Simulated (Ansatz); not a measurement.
**Run report: Al2NH3Cl (charge −1), geometry relaxation (part 1 of 2)**

- system: Al2NH3Cl, charge −1
- method: UKS PBE/def2-SVP (Ansatz 0.2.0)

It belongs to a series of runs on one base structure; here: end point B relaxed. Figures and captions count atoms from 1; the log counts them from 0 in places.

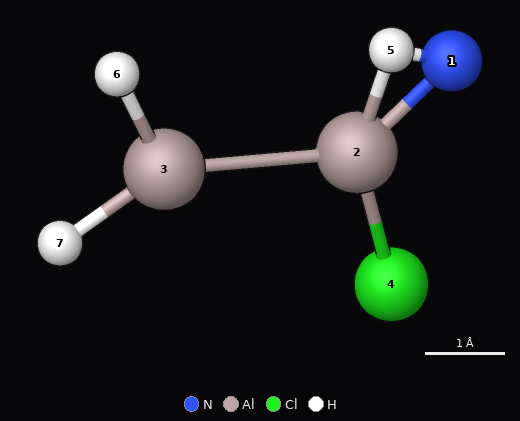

Fig. 1: The starting structure (ball-and-stick view, seen at a tilt; atoms are numbered from 1 in the order of the input). Sticks mark near contacts.

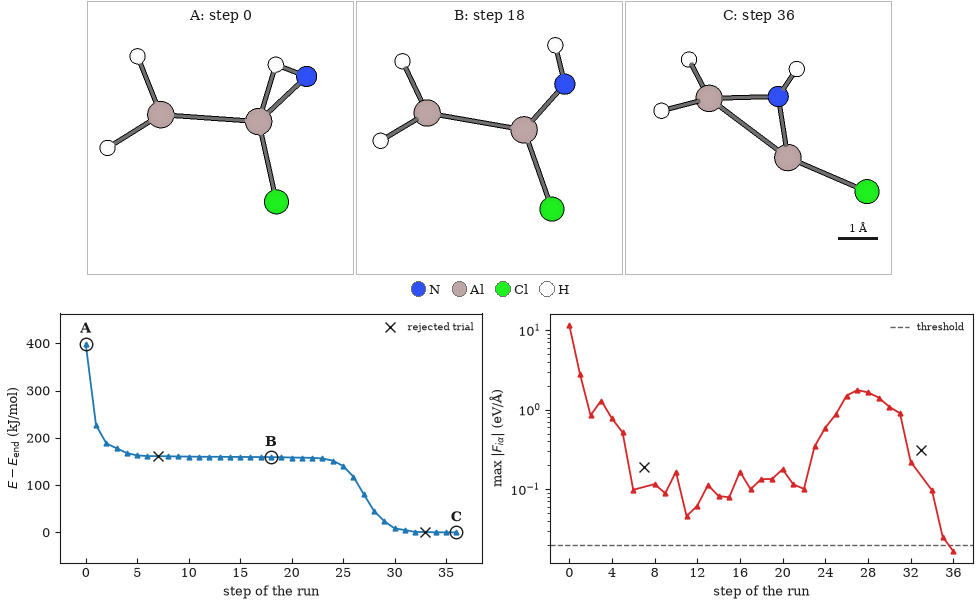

Fig. 2: Frames of the relaxation (ball-and-stick view, seen on its broad side) above the curves, on which the letters mark them (the first geometry is step 0 here and step 1 in the log).

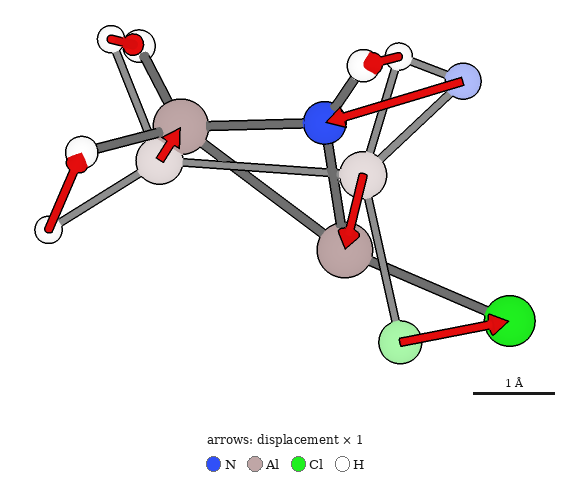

Fig. 3: Start (faint) and end (solid) with the displacements as red arrows, at true length (ball-and-stick view, seen on its broad side). The two geometries are laid on each other by the best rigid fit. The atom that moves furthest after the best rigid fit is N1 (1.80 Å). Largest moves by element: N 1.80 Å, H 1.58 Å, Cl 1.44 Å, Al 1.10 Å. Among the contacts that change: N1–Al3 3.921 → 1.882 Å, Al2–H5 1.540 → 2.702 Å, N1–H5 0.856 → 1.028 Å, Al2–Cl4 2.125 → 2.229 Å. New bonds form: N1–Al3 (3.92 → 1.88 Å). Bonds break: Al2–H5 (1.54 → 2.70 Å). Among the angles that change: N1–Al2–Al3 133.0° → 47.4°, Al2–N1–H5 63.9° → 142.9°, Al3–Al2–Cl4 106.4° → 163.8°. The energy falls by 399.2 kJ/mol in 36 geometry steps. Largest force component: 12 eV/Å at the start, 0.017 eV/Å at the end. The line search rejected the trial steps at points 7, 33 (counted from 0) and went back. (Atoms are counted from 1 in the order of the input.)

The input and output of the run follow.

## Input file
```yaml
crystal:
  periodic: [false, false, false]
  atoms:
    - { symbol: "N", position_ang: [-2.28915, 0.60951, 0.22677] }
    - { symbol: Al, position_ang: [-0.92584, -0.17767, -0.44353] }
    - { symbol: Al, position_ang: [1.55346, -0.16716, 0.14658] }
    - { symbol: Cl, position_ang: [-1.13874, -1.47593, -2.11178] }
    - { symbol: H, position_ang: [-1.53611, 0.77992, 0.59676] }
    - { symbol: H, position_ang: [1.96949, 0.72248, 1.44026] }
    - { symbol: H, position_ang: [3.01657, -0.73394, -0.28752] }
total_charge: -1
magnetization:
  spin_polarized: true
basis:
  gaussian: { orbitals: def2-SVP }
hamiltonian:
  xc: pbe
relax:
  f_tol: 0.02
  max_steps: 50
```

Launch command:
```bash
ansatz run input.yaml --threads 2 --pin off --max-ram 3072MiB --backend cpu --events-out ev --progress --plain --runs-dir out
```

## What the program printed
```
The last accepted step is kept in [file] (removed where the run ends without a failure and the disk answers)
Engine: ansatz 0.2.0, x86_64-unknown-linux-gnu
Functional definition: PBE
  parameter kappa = 0.804
  parameter beta = 0.06672455060314922
  exchange = pbe_x(kappa = kappa, mu = beta*pi^2/3)
  correlation = pbe_c(beta = beta)
927 factors; their error is unknown
mean field evaluation 1: about -27219.9821 eV, gradient 4.6e1 eV
mean field evaluation 2: about -27027.4074 eV, gradient 1.1e2 eV
mean field evaluation 4: about -27230.1804 eV, gradient 1.2e1 eV
mean field evaluation 8: about -27231.2920 eV, gradient 2.0e-1 eV
mean field evaluation 16: about -27231.2375 eV, gradient 6.0e-4 eV
mean field evaluation 32: about -27229.1426 eV, gradient 3.7e0 eV
mean field -27231.23753237 eV, -1000.7295213188 hartree, gradient 3.2e-5 eV, S^2 0.000000; 6 other end points of the search recorded, 0 dependent functions left out
the calculation of the forces begins
reference -27231.23757346 eV, -1000.7295228288 hartree; 27, 27 occupied and 56, 56 virtual orbitals, 927 factors
relax step   1: F+E_penalty+E_count = -27231.23753237 eV  Δ(F+E_penalty+E_count) = +0.000e0 eV  max|allowed force component| = 1.166e1 eV/Å  Δτ_max = 0.0000 Å  (117 SCF iters, accepted)
these checks for a lower state are left out or cut short: starts, cluster_reference, orbital_swaps, neighbouring_geometries, increment
927 factors; their error is unknown
mean field -27233.02308210 eV, -1000.7951390613 hartree, gradient 6.5e-6 eV, S^2 0.000000; 0 other end points of the search recorded, 0 dependent functions left out
[... from here on the field's lines of each further geometry are left out, up to the last ...]
relax step   2: F+E_penalty+E_count = -27233.02308210 eV  Δ(F+E_penalty+E_count) = -1.786e0 eV  max|allowed force component| = 2.827e0 eV/Å  Δτ_max = 0.1946 Å  (39 SCF iters, accepted)
relax step   3: F+E_penalty+E_count = -27233.42297604 eV  Δ(F+E_penalty+E_count) = -3.999e-1 eV  max|allowed force component| = 8.500e-1 eV/Å  Δτ_max = 0.1976 Å  (39 SCF iters, accepted)
relax step   4: F+E_penalty+E_count = -27233.53135697 eV  Δ(F+E_penalty+E_count) = -1.084e-1 eV  max|allowed force component| = 1.302e0 eV/Å  Δτ_max = 0.1822 Å  (35 SCF iters, accepted)
relax step   5: F+E_penalty+E_count = -27233.63615152 eV  Δ(F+E_penalty+E_count) = -1.048e-1 eV  max|allowed force component| = 7.747e-1 eV/Å  Δτ_max = 0.1989 Å  (39 SCF iters, accepted)
relax step   6: F+E_penalty+E_count = -27233.68733344 eV  Δ(F+E_penalty+E_count) = -5.118e-2 eV  max|allowed force component| = 5.184e-1 eV/Å  Δτ_max = 0.2000 Å  (36 SCF iters, accepted)
relax step   7: F+E_penalty+E_count = -27233.70159105 eV  Δ(F+E_penalty+E_count) = -1.426e-2 eV  max|allowed force component| = 9.818e-2 eV/Å  Δτ_max = 0.0748 Å  (35 SCF iters, accepted)
relax step   8: F+E_penalty+E_count = -27233.69588540 eV  Δ(F+E_penalty+E_count) = +5.706e-3 eV  max|allowed force component| = 1.878e-1 eV/Å  Δτ_max = 0.1327 Å  (34 SCF iters, rejected (line search))
relax step   9: F+E_penalty+E_count = -27233.70616010 eV  Δ(F+E_penalty+E_count) = -4.569e-3 eV  max|allowed force component| = 1.158e-1 eV/Å  Δτ_max = 0.0648 Å  (35 SCF iters, accepted)
relax step  10: F+E_penalty+E_count = -27233.71106235 eV  Δ(F+E_penalty+E_count) = -4.902e-3 eV  max|allowed force component| = 8.872e-2 eV/Å  Δτ_max = 0.0991 Å  (35 SCF iters, accepted)
relax step  11: F+E_penalty+E_count = -27233.71319414 eV  Δ(F+E_penalty+E_count) = -2.132e-3 eV  max|allowed force component| = 1.653e-1 eV/Å  Δτ_max = 0.1462 Å  (35 SCF iters, accepted)
relax step  12: F+E_penalty+E_count = -27233.71706026 eV  Δ(F+E_penalty+E_count) = -3.866e-3 eV  max|allowed force component| = 4.582e-2 eV/Å  Δτ_max = 0.0923 Å  (35 SCF iters, accepted)
relax step  13: F+E_penalty+E_count = -27233.71781174 eV  Δ(F+E_penalty+E_count) = -7.515e-4 eV  max|allowed force component| = 6.182e-2 eV/Å  Δτ_max = 0.0467 Å  (36 SCF iters, accepted)
relax step  14: F+E_penalty+E_count = -27233.71799059 eV  Δ(F+E_penalty+E_count) = -1.789e-4 eV  max|allowed force component| = 1.128e-1 eV/Å  Δτ_max = 0.0363 Å  (35 SCF iters, accepted)
relax step  15: F+E_penalty+E_count = -27233.71968531 eV  Δ(F+E_penalty+E_count) = -1.695e-3 eV  max|allowed force component| = 8.210e-2 eV/Å  Δτ_max = 0.0703 Å  (35 SCF iters, accepted)
relax step  16: F+E_penalty+E_count = -27233.72085089 eV  Δ(F+E_penalty+E_count) = -1.166e-3 eV  max|allowed force component| = 7.904e-2 eV/Å  Δτ_max = 0.0632 Å  (34 SCF iters, accepted)
relax step  17: F+E_penalty+E_count = -27233.72230642 eV  Δ(F+E_penalty+E_count) = -1.456e-3 eV  max|allowed force component| = 1.659e-1 eV/Å  Δτ_max = 0.1904 Å  (35 SCF iters, accepted)
relax step  18: F+E_penalty+E_count = -27233.72412838 eV  Δ(F+E_penalty+E_count) = -1.822e-3 eV  max|allowed force component| = 9.983e-2 eV/Å  Δτ_max = 0.0314 Å  (36 SCF iters, accepted)
relax step  19: F+E_penalty+E_count = -27233.72569449 eV  Δ(F+E_penalty+E_count) = -1.566e-3 eV  max|allowed force component| = 1.340e-1 eV/Å  Δτ_max = 0.2000 Å  (34 SCF iters, accepted)
relax step  20: F+E_penalty+E_count = -27233.72768705 eV  Δ(F+E_penalty+E_count) = -1.993e-3 eV  max|allowed force component| = 1.340e-1 eV/Å  Δτ_max = 0.1997 Å  (35 SCF iters, accepted)
relax step  21: F+E_penalty+E_count = -27233.73394461 eV  Δ(F+E_penalty+E_count) = -6.258e-3 eV  max|allowed force component| = 1.778e-1 eV/Å  Δτ_max = 0.1467 Å  (34 SCF iters, accepted)
relax step  22: F+E_penalty+E_count = -27233.73734225 eV  Δ(F+E_penalty+E_count) = -3.398e-3 eV  max|allowed force component| = 1.151e-1 eV/Å  Δτ_max = 0.0434 Å  (35 SCF iters, accepted)
relax step  23: F+E_penalty+E_count = -27233.74092849 eV  Δ(F+E_penalty+E_count) = -3.586e-3 eV  max|allowed force component| = 1.008e-1 eV/Å  Δτ_max = 0.0625 Å  (34 SCF iters, accepted)
relax step  24: F+E_penalty+E_count = -27233.75430075 eV  Δ(F+E_penalty+E_count) = -1.337e-2 eV  max|allowed force component| = 3.452e-1 eV/Å  Δτ_max = 0.1951 Å  (38 SCF iters, accepted)
relax step  25: F+E_penalty+E_count = -27233.80193060 eV  Δ(F+E_penalty+E_count) = -4.763e-2 eV  max|allowed force component| = 5.915e-1 eV/Å  Δτ_max = 0.1935 Å  (37 SCF iters, accepted)
relax step  26: F+E_penalty+E_count = -27233.91796607 eV  Δ(F+E_penalty+E_count) = -1.160e-1 eV  max|allowed force component| = 8.778e-1 eV/Å  Δτ_max = 0.1975 Å  (37 SCF iters, accepted)
relax step  27: F+E_penalty+E_count = -27234.15339879 eV  Δ(F+E_penalty+E_count) = -2.354e-1 eV  max|allowed force component| = 1.504e0 eV/Å  Δτ_max = 0.1947 Å  (35 SCF iters, accepted)
relax step  28: F+E_penalty+E_count = -27234.53440677 eV  Δ(F+E_penalty+E_count) = -3.810e-1 eV  max|allowed force component| = 1.760e0 eV/Å  Δτ_max = 0.1947 Å  (35 SCF iters, accepted)
relax step  29: F+E_penalty+E_count = -27234.90399370 eV  Δ(F+E_penalty+E_count) = -3.696e-1 eV  max|allowed force component| = 1.652e0 eV/Å  Δτ_max = 0.1950 Å  (37 SCF iters, accepted)
relax step  30: F+E_penalty+E_count = -27235.12921269 eV  Δ(F+E_penalty+E_count) = -2.252e-1 eV  max|allowed force component| = 1.417e0 eV/Å  Δτ_max = 0.1995 Å  (36 SCF iters, accepted)
relax step  31: F+E_penalty+E_count = -27235.28725935 eV  Δ(F+E_penalty+E_count) = -1.580e-1 eV  max|allowed force component| = 1.088e0 eV/Å  Δτ_max = 0.1948 Å  (31 SCF iters, accepted)
relax step  32: F+E_penalty+E_count = -27235.32359786 eV  Δ(F+E_penalty+E_count) = -3.634e-2 eV  max|allowed force component| = 9.011e-1 eV/Å  Δτ_max = 0.1979 Å  (32 SCF iters, accepted)
relax step  33: F+E_penalty+E_count = -27235.36433626 eV  Δ(F+E_penalty+E_count) = -4.074e-2 eV  max|allowed force component| = 2.218e-1 eV/Å  Δτ_max = 0.1156 Å  (32 SCF iters, accepted)
relax step  34: F+E_penalty+E_count = -27235.36148775 eV  Δ(F+E_penalty+E_count) = +2.849e-3 eV  max|allowed force component| = 3.138e-1 eV/Å  Δτ_max = 0.0709 Å  (31 SCF iters, rejected (line search))
relax step  35: F+E_penalty+E_count = -27235.37300319 eV  Δ(F+E_penalty+E_count) = -8.667e-3 eV  max|allowed force component| = 9.681e-2 eV/Å  Δτ_max = 0.0354 Å  (31 SCF iters, accepted)
relax step  36: F+E_penalty+E_count = -27235.37501480 eV  Δ(F+E_penalty+E_count) = -2.012e-3 eV  max|allowed force component| = 2.524e-2 eV/Å  Δτ_max = 0.0368 Å  (32 SCF iters, accepted)
the calculation of the forces begins
reference -27235.37531851 eV, -1000.8815821548 hartree; 27, 27 occupied and 56, 56 virtual orbitals, 927 factors
relax step  37: F+E_penalty+E_count = -27235.37527777 eV  Δ(F+E_penalty+E_count) = -2.630e-4 eV  max|allowed force component| = 1.657e-2 eV/Å  Δτ_max = 0.0173 Å  (32 SCF iters, accepted)
927 factors; their error is unknown
mean field evaluation 320: about -27166.0146 eV, gradient 9.7e1 eV
mean field -27235.37527777 eV, -1000.8815806576 hartree, gradient 1.2e-5 eV, S^2 0.000000; 1 other end points of the search recorded, 0 dependent functions left out
the calculation of the forces begins
reference -27235.37531851 eV, -1000.8815821548 hartree; 27, 27 occupied and 56, 56 virtual orbitals, 927 factors
Total energy: -27235.37531851 eV, -1000.8815821548 hartree
Atom 0 at    -0.582184     0.404367    -0.005926 Å, force     0.016572    -0.010348    -0.001695 eV/Å
Atom 1 at    -0.506581    -1.189048    -0.861718 Å, force     0.003418    -0.005908     0.001224 eV/Å
Atom 2 at     1.240010     0.179338     0.409516 Å, force    -0.000014    -0.003549    -0.003841 eV/Å
Atom 3 at    -2.398019    -1.901334    -1.801820 Å, force    -0.005739    -0.000616    -0.003579 eV/Å
Atom 4 at    -1.216802     1.176107     0.234291 Å, force    -0.006152     0.013732     0.006797 eV/Å
Atom 5 at     1.719270    -0.182461     1.936673 Å, force    -0.003670     0.004655    -0.002557 eV/Å
Atom 6 at     2.393985     1.070242    -0.343478 Å, force    -0.004414     0.002034     0.003651 eV/Å
Dipole moment:    -0.796628     0.037252    -0.213532 e Å
```

## Trajectory as extended XYZ (Å, eV, eV/Å), 37 frames, from step=1 to step=37
```
7
Properties=species:S:1:pos:R:3:forces:R:3 step=1 energy=-27231.23753
N    -2.2891    0.6095    0.2268  -11.6637  -2.5486  -5.6328
Al   -0.9258   -0.1777   -0.4435    1.1973  -2.3639  -2.6476
Al    1.5535   -0.1672    0.1466    0.0931   0.4285   0.5486
Cl   -1.1387   -1.4759   -2.1118    0.0144  -0.9353  -1.1600
H    -1.5361    0.7799    0.5968   10.4087   5.5043   8.9994
H     1.9695    0.7225    1.4403    0.0480   0.1684   0.2426
H     3.0166   -0.7339   -0.2875   -0.0978  -0.2533  -0.3503
7
Properties=species:S:1:pos:R:3:forces:R:3 step=2 energy=-27233.02308
N    -2.2545    0.6231    0.2432   -1.5101  -0.5794  -1.0759
Al   -0.9576   -0.2550   -0.5472    0.4382  -1.2224  -1.4344
Al    1.5254   -0.0634    0.2670   -0.0450  -0.1574  -0.1939
Cl   -1.1636   -1.5933   -2.2650    0.0291  -0.2316  -0.2805
H    -1.3778    0.8161    0.6867    1.2897   2.0218   2.8270
H     1.9938    0.8107    1.5631    0.0318   0.0480   0.0562
H     2.8839   -0.7810   -0.3802   -0.2338   0.1208   0.1014
7
Properties=species:S:1:pos:R:3:forces:R:3 step=3 energy=-27233.42298
N    -2.1491    0.7044    0.2319    0.8500  -0.4125  -0.0035
Al   -0.9497   -0.3319   -0.5998   -0.1158  -0.1155  -0.3169
Al    1.4500   -0.0647    0.2491   -0.0178  -0.1086   0.0533
Cl   -1.1183   -1.6808   -2.3488   -0.1152   0.0657   0.0404
H    -1.2979    0.8520    0.8637   -0.7469   0.5738   0.3117
H     1.9267    0.8139    1.5484   -0.0745   0.0460   0.0117
H     2.7879   -0.7357   -0.3770    0.2203  -0.0490  -0.0966
7
Properties=species:S:1:pos:R:3:forces:R:3 step=4 energy=-27233.53136
N    -2.2007    0.6846    0.1977    1.3018  -0.2075   0.4285
Al   -0.9265   -0.3192   -0.5712   -0.2221  -0.0046  -0.1549
Al    1.5024   -0.1339    0.2210    0.0181   0.0241   0.0536
Cl   -1.0979   -1.6662   -2.3205   -0.1281   0.0421   0.0128
H    -1.4390    0.9502    0.9241   -1.0216   0.1555  -0.3476
H     1.9201    0.7754    1.5154    0.0022   0.0322   0.0662
H     2.8911   -0.7338   -0.3990    0.0496  -0.0419  -0.0587
7
Properties=species:S:1:pos:R:3:forces:R:3 step=5 energy=-27233.63615
N    -2.0407    0.5707    0.1931   -0.4703   0.6016   0.4965
Al   -0.8688   -0.3868   -0.6485    0.7747  -0.2401  -0.0636
Al    1.5426   -0.1192    0.2498   -0.1209  -0.1775  -0.2554
Cl   -1.2869   -1.6928   -2.3767   -0.0513   0.0792   0.1060
H    -1.5476    1.1070    0.9510   -0.2401  -0.2916  -0.3265
H     1.9077    0.7602    1.5824   -0.0503   0.0182   0.0128
H     2.9434   -0.6820   -0.3837    0.1581   0.0103   0.0301
7
Properties=species:S:1:pos:R:3:forces:R:3 step=6 energy=-27233.68733
N    -2.0887    0.5877    0.1256    0.3537  -0.1498  -0.0684
Al   -0.7853   -0.3852   -0.5959   -0.5184   0.2756   0.1591
Al    1.6263   -0.1687    0.2214    0.0627  -0.0378  -0.0145
Cl   -1.3594   -1.6566   -2.3141    0.1324   0.0366   0.0956
H    -1.7459    1.1322    0.9466   -0.0178  -0.1027  -0.1292
H     1.9336    0.7080    1.5777   -0.0207  -0.0354  -0.0430
H     3.0691   -0.6602   -0.3937    0.0080   0.0136   0.0004
7
Properties=species:S:1:pos:R:3:forces:R:3 step=7 energy=-27233.70159
N    -2.1101    0.6080    0.1327    0.0982  -0.0188   0.0390
Al   -0.8207   -0.3597   -0.5815   -0.0950   0.0205  -0.0153
Al    1.6099   -0.1729    0.2097    0.0152  -0.0239  -0.0136
Cl   -1.2857   -1.6626   -2.3028    0.0313   0.0252   0.0424
H    -1.7167    1.1144    0.9543   -0.0713  -0.0059  -0.0604
H     1.9229    0.7042    1.5586    0.0211  -0.0027   0.0159
H     3.0500   -0.6742   -0.4035    0.0005   0.0057  -0.0080
7
Properties=species:S:1:pos:R:3:forces:R:3 step=8 energy=-27233.69589 accepted=F
N    -2.1240    0.6004    0.1253    0.0768   0.0942  -0.0695
Al   -0.8141   -0.3377   -0.5782   -0.0667  -0.0709   0.1261
Al    1.6170   -0.2353    0.2403    0.0269   0.1878  -0.1013
Cl   -1.2654   -1.6972   -2.2452   -0.0019  -0.0442  -0.0554
H    -1.7640    1.1973    0.8963   -0.0605  -0.0482   0.0355
H     1.9463    0.5997    1.6144    0.0248  -0.0614   0.0371
H     3.0540   -0.5699   -0.4855    0.0007  -0.0574   0.0274
7
Properties=species:S:1:pos:R:3:forces:R:3 step=9 energy=-27233.70616
N    -2.1191    0.6172    0.1100    0.0157   0.0777   0.1158
Al   -0.8203   -0.3479   -0.5730    0.0028  -0.0389   0.0001
Al    1.6168   -0.1864    0.2175    0.0159   0.0156  -0.0068
Cl   -1.2689   -1.6772   -2.2726    0.0227   0.0005  -0.0034
H    -1.7697    1.1380    0.9423   -0.0684  -0.0304  -0.0990
H     1.9597    0.6566    1.5827    0.0026  -0.0135   0.0137
H     3.0511   -0.6431   -0.4394    0.0088  -0.0109  -0.0204
```
